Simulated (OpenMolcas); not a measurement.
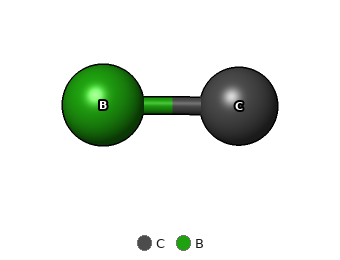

The molecule at the reference distance of 1.432 Å.

Relativistic diatomic calculation: CB⁻ (part 1 of 2)

System: CB⁻.
Method: SA-CASSCF(8,8)/XMS-CASPT2 + RASSI spin-orbit (X2C scalar, AMFI), ANO-RCC-VTZP (OpenMolcas).

## Input
```
&GATEWAY
Coord
2
angstrom
C 0.0 0.0 0.0
B 0.0 0.0 1.4320
Basis=ANO-RCC-VTZP
Group=XY
RX2C
AMFI
ANGMom
0.0 0.0 0.0
RICD
&SEWARD
&GUESSORB
&RASSCF
FileOrb=$CurrDir/o32.orb
Symmetry=2
Spin=3
nActEl=8 0 0
Inactive=2 0
RAS2=4 4
CIRoot=6 6 1
Linear
Iterations=120 100
OrbListing=Nothing
PRWF=0.15
>>COPY $Project.RasOrb $CurrDir/o32.orb
>>COPY $Project.rasscf.h5 $CurrDir/r32.h5
&CASPT2
XMultistate=all
Imaginary=0.2
IPEA=0.25
MaxIter=40
>>COPY $Project.JobMix JOB001
&RASSCF
FileOrb=$CurrDir/o11.orb
Symmetry=1
Spin=1
nActEl=8 0 0
Inactive=2 0
RAS2=4 4
CIRoot=5 5 1
Linear
Iterations=120 100
OrbListing=Nothing
PRWF=0.15
>>COPY $Project.RasOrb $CurrDir/o11.orb
>>COPY $Project.rasscf.h5 $CurrDir/r11.h5
&CASPT2
XMultistate=all
Imaginary=0.2
IPEA=0.25
MaxIter=40
>>COPY $Project.JobMix JOB002
&RASSCF
FileOrb=$CurrDir/o31.orb
Symmetry=1
Spin=3
nActEl=8 0 0
Inactive=2 0
RAS2=4 4
CIRoot=5 5 1
Linear
Iterations=120 100
OrbListing=Nothing
PRWF=0.15
>>COPY $Project.RasOrb $CurrDir/o31.orb
>>COPY $Project.rasscf.h5 $CurrDir/r31.h5
&CASPT2
XMultistate=all
Imaginary=0.2
IPEA=0.25
MaxIter=40
>>COPY $Project.JobMix JOB003
&RASSCF
FileOrb=$CurrDir/o12.orb
Symmetry=2
Spin=1
nActEl=8 0 0
Inactive=2 0
RAS2=4 4
CIRoot=4 4 1
Linear
Iterations=120 100
OrbListing=Nothing
PRWF=0.15
>>COPY $Project.RasOrb $CurrDir/o12.orb
>>COPY $Project.rasscf.h5 $CurrDir/r12.h5
&CASPT2
XMultistate=all
Imaginary=0.2
IPEA=0.25
MaxIter=40
>>COPY $Project.JobMix JOB004
&RASSCF
FileOrb=$CurrDir/o52.orb
Symmetry=2
Spin=5
nActEl=8 0 0
Inactive=2 0
RAS2=4 4
CIRoot=2 2 1
Linear
Iterations=120 100
OrbListing=Nothing
PRWF=0.15
>>COPY $Project.RasOrb $CurrDir/o52.orb
>>COPY $Project.rasscf.h5 $CurrDir/r52.h5
&CASPT2
XMultistate=all
Imaginary=0.2
IPEA=0.25
MaxIter=40
>>COPY $Project.JobMix JOB005
&RASSCF
FileOrb=$CurrDir/o51.orb
Symmetry=1
Spin=5
nActEl=8 0 0
Inactive=2 0
RAS2=4 4
CIRoot=1 1 1
Linear
Iterations=120 100
OrbListing=Nothing
PRWF=0.15
>>COPY $Project.RasOrb $CurrDir/o51.orb
>>COPY $Project.rasscf.h5 $CurrDir/r51.h5
&CASPT2
XMultistate=all
Imaginary=0.2
IPEA=0.25
MaxIter=40
>>COPY $Project.JobMix JOB006
&RASSI
Nr of JobIphs=6 6 5 5 4 2 1
1 2 3 4 5 6
1 2 3 4 5
1 2 3 4 5
1 2 3 4
1 2
1
SpinOrbit
EJob
Omega
MEES
MESO
Properties=4
'AngMom' 3 'Mltpl  1' 1 'Mltpl  1' 2 'Mltpl  1' 3
Thrs=1.0d-4
>>COPY $Project.rassi.h5 $CurrDir/so.h5
```

The first orbital files come from an earlier step.

Hardware: 1 thread of Intel Xeon (Sapphire Rapids), 192 GiB of memory available, shared host.

Launched with:
```bash
pymolcas m.inp (one call a module block, same work directory)
```

## Output (extracts)
```
++    Wave function specifications:
      Number of closed shell electrons           4
      Number of electrons in active shells       8
      Number of inactive orbitals                2
      Number of active orbitals                  8
      Number of secondary orbitals              50
      Spin quantum number                      1.0
      State symmetry                             2
++    Orbital specifications:
      Symmetry species                           1   2
                                                 a   b
      Frozen orbitals                            0   0
      Inactive orbitals                          2   0
      Active orbitals                            4   4
      RAS2 orbitals                              4   4
      Secondary orbitals                        26  24
      Number of basis functions                 32  28
      printout of CI-coefficients larger than  0.15 for root  1
      energy=     -62.457085
      conf/sym  1111 2222     Coeff  Weight
           418  02u2 002u  -0.16795 0.02821
           490  0u22 002u  -0.92098 0.84821
      printout of CI-coefficients larger than  0.15 for root  2
      energy=     -62.457085
      conf/sym  1111 2222     Coeff  Weight
           424  02u2 00u2   0.16795 0.02821
           496  0u22 00u2   0.92098 0.84821
      printout of CI-coefficients larger than  0.15 for root  3
      energy=     -62.380754
      conf/sym  1111 2222     Coeff  Weight
           418  02u2 002u  -0.86853 0.75435
           481  0u22 0u20  -0.25126 0.06313
           488  0u22 u0du   0.23415 0.05483
      printout of CI-coefficients larger than  0.15 for root  4
      energy=     -62.380754
      conf/sym  1111 2222     Coeff  Weight
           424  02u2 00u2   0.86853 0.75435
           493  0u22 0uud   0.23584 0.05562
           494  0u22 u002  -0.25126 0.06313
      printout of CI-coefficients larger than  0.15 for root  5
      energy=     -62.272809
      conf/sym  1111 2222     Coeff  Weight
           481  0u22 0u20  -0.52390 0.27447
           486  0u22 d0uu  -0.18157 0.03297
           488  0u22 u0du  -0.26577 0.07063
           492  0u22 u0ud   0.72545 0.52628
      printout of CI-coefficients larger than  0.15 for root  6
      energy=     -62.272809
      conf/sym  1111 2222     Coeff  Weight
           487  0u22 0duu  -0.18157 0.03297
           489  0u22 0udu  -0.77255 0.59683
           494  0u22 u002   0.52390 0.27447
      Natural orbitals and occupation numbers for root  1
      sym 1:   0.017979   1.039021   1.915869   1.982934
      sym 2:   0.098804   0.064307   1.910366   0.970720
      Natural orbitals and occupation numbers for root  2
      sym 1:   0.017979   1.039021   1.915869   1.982934
      sym 2:   0.064307   0.098804   0.970720   1.910366
      Natural orbitals and occupation numbers for root  3
      sym 1:   0.020336   1.797667   1.151816   1.982829
      sym 2:   0.143526   0.119872   1.863675   0.920280
      Natural orbitals and occupation numbers for root  4
      sym 1:   0.020336   1.797667   1.151816   1.982829
      sym 2:   0.119872   0.143526   0.920280   1.863675
      Natural orbitals and occupation numbers for root  5
      sym 1:   0.020346   1.029324   1.935988   1.977726
      sym 2:   0.689410   0.333803   1.299244   0.714158
      Natural orbitals and occupation numbers for root  6
      sym 1:   0.020346   1.029324   1.935988   1.977726
      sym 2:   0.333803   0.689410   0.714158   1.299244
      RASSCF energy for state  6                    -62.27280900
::    RASSCF root number  1 Total energy:    -62.45708508
::    RASSCF root number  2 Total energy:    -62.45708508
::    RASSCF root number  3 Total energy:    -62.38075379
::    RASSCF root number  4 Total energy:    -62.38075379
::    RASSCF root number  5 Total energy:    -62.27280900
::    RASSCF root number  6 Total energy:    -62.27280900
      Von Neumann Entropy (Root   1) =  1.56675
++    Wave function specifications:
      Number of closed shell electrons           0
      Number of electrons in active shells       8
      Number of inactive orbitals                0
      Number of active orbitals                  8
      Number of secondary orbitals              50
      Spin quantum number                      1.0
      State symmetry                             2
      Number of CSFs                          1184
      Number of CASSCF root(s) available         6
      CASPT2 state passed to geometry opt.       6
      A file JOBMIX will be created
      This is a MULTI-STATE CASSCF reference
      Number of CI roots used                    6
      These are:                                 1   2   3   4   5   6
      Off-diagonal elements of Heff are computed
  FINAL CASPT2 RESULT:
      Reference energy:         -62.4570850758
      E2 (Non-variational):      -0.1483887272
      Shift correction:          -0.0015790235
      E2 (Variational):          -0.1499677507
      Total energy:             -62.6070528265
      Reference weight:           0.93776
  FINAL CASPT2 RESULT:
      Reference energy:         -62.4570850753
      E2 (Non-variational):      -0.1483887274
      Shift correction:          -0.0015790235
      E2 (Variational):          -0.1499677509
      Total energy:             -62.6070528262
      Reference weight:           0.93776
  FINAL CASPT2 RESULT:
      Reference energy:         -62.3807537856
      E2 (Non-variational):      -0.1506794846
      Shift correction:          -0.0019173945
      E2 (Variational):          -0.1525968791
      Total energy:             -62.5333506647
      Reference weight:           0.93376
  FINAL CASPT2 RESULT:
      Reference energy:         -62.3807537851
      E2 (Non-variational):      -0.1506794848
      Shift correction:          -0.0019173945
      E2 (Variational):          -0.1525968794
      Total energy:             -62.5333506645
      Reference weight:           0.93376
  FINAL CASPT2 RESULT:
      Reference energy:         -62.2728089978
      E2 (Non-variational):      -0.1574672908
      Shift correction:          -0.0025228420
      E2 (Variational):          -0.1599901328
      Total energy:             -62.4327991306
      Reference weight:           0.92729
  FINAL CASPT2 RESULT:
      Reference energy:         -62.2728089977
      E2 (Non-variational):      -0.1574672905
      Shift correction:          -0.0025228420
      E2 (Variational):          -0.1599901325
      Total energy:             -62.4327991302
      Reference weight:           0.92729
       Total XMS-CASPT2 energies:
::    XMS-CASPT2 Root  1     Total energy:    -62.60807494
::    XMS-CASPT2 Root  2     Total energy:    -62.60807494
::    XMS-CASPT2 Root  3     Total energy:    -62.53095280
::    XMS-CASPT2 Root  4     Total energy:    -62.53095280
::    XMS-CASPT2 Root  5     Total energy:    -62.43417489
::    XMS-CASPT2 Root  6     Total energy:    -62.43417489
++    Wave function specifications:
      Number of closed shell electrons           4
      Number of electrons in active shells       8
      Number of inactive orbitals                2
      Number of active orbitals                  8
      Number of secondary orbitals              50
      Spin quantum number                      0.0
      State symmetry                             1
      printout of CI-coefficients larger than  0.15 for root  1
      energy=     -62.455591
      conf/sym  1111 2222     Coeff  Weight
           477  0202 0022   0.24577 0.06041
           517  0ud2 0022  -0.38628 0.14921
           537  0022 0022  -0.78545 0.61693
           759  0uu2 0d2d   0.15592 0.02431
           761  0uu2 d0d2  -0.15592 0.02431
      printout of CI-coefficients larger than  0.15 for root  2
      energy=     -62.402804
      conf/sym  1111 2222     Coeff  Weight
           100  0222 00ud  -0.94888 0.90037
      printout of CI-coefficients larger than  0.15 for root  3
      energy=     -62.402804
      conf/sym  1111 2222     Coeff  Weight
            97  0222 0020  -0.67096 0.45019
           100  0222 00ud  -0.15031 0.02259
           101  0222 0002   0.67096 0.45019
      printout of CI-coefficients larger than  0.15 for root  4
      energy=     -62.395251
      conf/sym  1111 2222     Coeff  Weight
            97  0222 0020   0.64720 0.41887
           101  0222 0002   0.64720 0.41887
           477  0202 0022  -0.22791 0.05194
      printout of CI-coefficients larger than  0.15 for root  5
      energy=     -62.287077
      conf/sym  1111 2222     Coeff  Weight
           517  0ud2 0022  -0.78130 0.61043
           531  0022 0u2d  -0.25741 0.06626
           535  0022 u0d2   0.25741 0.06626
           537  0022 0022   0.32060 0.10278
      Natural orbitals and occupation numbers for root  1
      sym 1:   0.013700   0.329832   1.673823   1.983068
      sym 2:   0.121478   0.121478   1.878311   1.878311
      Natural orbitals and occupation numbers for root  2
      sym 1:   0.017850   1.943989   1.975929   1.982142
      sym 2:   0.053762   0.053762   0.986283   0.986284
      Natural orbitals and occupation numbers for root  3
      sym 1:   0.017850   1.943989   1.975929   1.982142
      sym 2:   0.053762   0.053762   0.986283   0.986284
      Natural orbitals and occupation numbers for root  4
      sym 1:   0.018566   1.974132   1.809460   1.945104
      sym 2:   0.059288   0.059288   1.067082   1.067080
      Natural orbitals and occupation numbers for root  5
      sym 1:   0.016527   0.720454   1.333394   1.948719
      sym 2:   0.140429   0.140429   1.850024   1.850023
      RASSCF energy for state  5                    -62.28707652
::    RASSCF root number  1 Total energy:    -62.45559103
::    RASSCF root number  2 Total energy:    -62.40280406
::    RASSCF root number  3 Total energy:    -62.40280406
::    RASSCF root number  4 Total energy:    -62.39525126
::    RASSCF root number  5 Total energy:    -62.28707652
      Von Neumann Entropy (Root   1) =  1.36621
++    Wave function specifications:
      Number of closed shell electrons           0
      Number of electrons in active shells       8
      Number of inactive orbitals                0
      Number of active orbitals                  8
      Number of secondary orbitals              50
      Spin quantum number                      0.0
      State symmetry                             1
      Number of CSFs                           900
      Number of CASSCF root(s) available         5
      CASPT2 state passed to geometry opt.       5
      A file JOBMIX will be created
      This is a MULTI-STATE CASSCF reference
      Number of CI roots used                    5
      These are:                                 1   2   3   4   5
      Off-diagonal elements of Heff are computed
  FINAL CASPT2 RESULT:
      Reference energy:         -62.4555910328
      E2 (Non-variational):      -0.1503652962
      Shift correction:          -0.0020313689
      E2 (Variational):          -0.1523966651
      Total energy:             -62.6079876979
      Reference weight:           0.93121
  FINAL CASPT2 RESULT:
      Reference energy:         -62.4028040634
      E2 (Non-variational):      -0.1532153670
      Shift correction:          -0.0016117649
      E2 (Variational):          -0.1548271319
      Total energy:             -62.5576311953
      Reference weight:           0.93557
  FINAL CASPT2 RESULT:
      Reference energy:         -62.4028040634
      E2 (Non-variational):      -0.1533474439
      Shift correction:          -0.0016117786
      E2 (Variational):          -0.1549592225
      Total energy:             -62.5577632859
      Reference weight:           0.93552
  FINAL CASPT2 RESULT:
      Reference energy:         -62.3952512553
      E2 (Non-variational):      -0.1478554857
      Shift correction:          -0.0014805470
      E2 (Variational):          -0.1493360328
      Total energy:             -62.5445872881
      Reference weight:           0.93915
  FINAL CASPT2 RESULT:
      Reference energy:         -62.2870765190
      E2 (Non-variational):      -0.1585387279
      Shift correction:          -0.0022911189
      E2 (Variational):          -0.1608298468
      Total energy:             -62.4479063658
      Reference weight:           0.92726
       Total XMS-CASPT2 energies:
::    XMS-CASPT2 Root  1     Total energy:    -62.60731357
::    XMS-CASPT2 Root  2     Total energy:    -62.55776453
::    XMS-CASPT2 Root  3     Total energy:    -62.55762995
::    XMS-CASPT2 Root  4     Total energy:    -62.54163946
::    XMS-CASPT2 Root  5     Total energy:    -62.45152833
++    Wave function specifications:
      Number of closed shell electrons           4
      Number of electrons in active shells       8
      Number of inactive orbitals                2
      Number of active orbitals                  8
      Number of secondary orbitals              50
      Spin quantum number                      1.0
      State symmetry                             1
      printout of CI-coefficients larger than  0.15 for root  1
      energy=     -62.423453
      conf/sym  1111 2222     Coeff  Weight
            60  0222 00uu   0.95925 0.92016
      printout of CI-coefficients larger than  0.15 for root  2
      energy=     -62.417427
      conf/sym  1111 2222     Coeff  Weight
           452  0022 0u2u   0.21258 0.04519
           455  0022 u0u2  -0.21258 0.04519
           969  0uu2 0220   0.15198 0.02310
           988  0uu2 2002   0.15198 0.02310
           996  0uu2 0022  -0.87183 0.76009
      printout of CI-coefficients larger than  0.15 for root  3
      energy=     -62.292414
      conf/sym  1111 2222     Coeff  Weight
           407  0202 0u2u  -0.22333 0.04988
           410  0202 u0u2   0.22333 0.04988
           452  0022 0u2u   0.56232 0.31620
           455  0022 u0u2  -0.56232 0.31620
           996  0uu2 0022   0.34133 0.11651
      printout of CI-coefficients larger than  0.15 for root  4
      energy=     -62.263461
      conf/sym  1111 2222     Coeff  Weight
           407  0202 0u2u  -0.22900 0.05244
           410  0202 u0u2  -0.22900 0.05244
           451  0022 u02u   0.16678 0.02782
           452  0022 0u2u   0.60194 0.36234
           455  0022 u0u2   0.60194 0.36234
           456  0022 0uu2  -0.16678 0.02782
      printout of CI-coefficients larger than  0.15 for root  5
      energy=     -62.263461
      conf/sym  1111 2222     Coeff  Weight
           406  0202 u02u  -0.22900 0.05244
           411  0202 0uu2   0.22900 0.05244
           451  0022 u02u   0.60194 0.36234
           452  0022 0u2u  -0.16678 0.02782
           455  0022 u0u2  -0.16678 0.02782
           456  0022 0uu2  -0.60194 0.36234
      Natural orbitals and occupation numbers for root  1
      sym 1:   0.018999   1.977751   1.931408   1.982510
      sym 2:   0.046852   0.046852   0.997814   0.997814
      Natural orbitals and occupation numbers for root  2
      sym 1:   0.017946   0.934370   1.073560   1.973647
      sym 2:   0.163580   0.163580   1.836659   1.836659
      Natural orbitals and occupation numbers for root  3
      sym 1:   0.019654   0.449905   1.559926   1.970104
      sym 2:   0.500547   0.500547   1.499659   1.499659
      Natural orbitals and occupation numbers for root  4
      sym 1:   0.012402   0.326883   1.679081   1.986301
      sym 2:   0.548198   0.548198   1.449468   1.449468
      Natural orbitals and occupation numbers for root  5
      sym 1:   0.012402   0.326883   1.679081   1.986301
      sym 2:   0.548198   0.548199   1.449468   1.449468
      RASSCF energy for state  5                    -62.26346095
::    RASSCF root number  1 Total energy:    -62.42345290
::    RASSCF root number  2 Total energy:    -62.41742743
::    RASSCF root number  3 Total energy:    -62.29241400
::    RASSCF root number  4 Total energy:    -62.26346095
::    RASSCF root number  5 Total energy:    -62.26346095
      Von Neumann Entropy (Root   1) =  1.39566
++    Wave function specifications:
      Number of closed shell elSPIN-FREE ENERGIES:
  (Shifted by EMIN (a.u.) =        -62.6080749388)
 SF State       Relative EMIN(au)   Rel lowest level(eV)    D:o, cm**(-1)      Abs_M
     1             0.0000000000        0.0000000000              0.0000         1.0
     2             0.0000000000        0.0000000000              0.0000         1.0
     7             0.0007613693        0.0207179142            167.1012         0.0
    12             0.0171649597        0.4670823493           3767.2732         0.0
    17             0.0248832518        0.6771077759           5461.2425         1.0
    18             0.0248832518        0.6771077759           5461.2425         1.0
    13             0.0434409078        1.1820873213           9534.1772         0.0
     8             0.0503104059        1.3690158877          11041.8578         2.0
     9             0.0504449904        1.3726781180          11071.3957         2.0
    10             0.0664354820        1.8078015608          14580.9029         0.0
     4             0.0771221417        2.0986003851          16926.3536         1.0
     3             0.0771221417        2.0986003851          16926.3536         1.0
    19             0.1310079087        3.5649068045          28752.9125         1.0
    20             0.1310079087        3.5649068045          28752.9125         1.0
    21             0.1387380845        3.7752556055          30449.4900         1.0
    22             0.1387380845        3.7752556055          30449.4900         1.0
    23             0.1532561803        4.1703131159          33635.8437         0.0
    11             0.1565466133        4.2598503602          34358.0102         0.0
    14             0.1649016755        4.4872031843          36191.7344         0.0
     6             0.1739000529        4.7320615074          38166.6500         1.0
     5             0.1739000529        4.7320615074          38166.6500         1.0
    15             0.1817682767        4.9461667854          39893.5255         2.0
    16             0.1818164435        4.9474774690          39904.0969         2.0
```

(Continued in part 2.) Outcome of the run: converged; components of a degenerate state are split by 30 cm⁻¹; whether the anion is bound against detachment isn't tested.
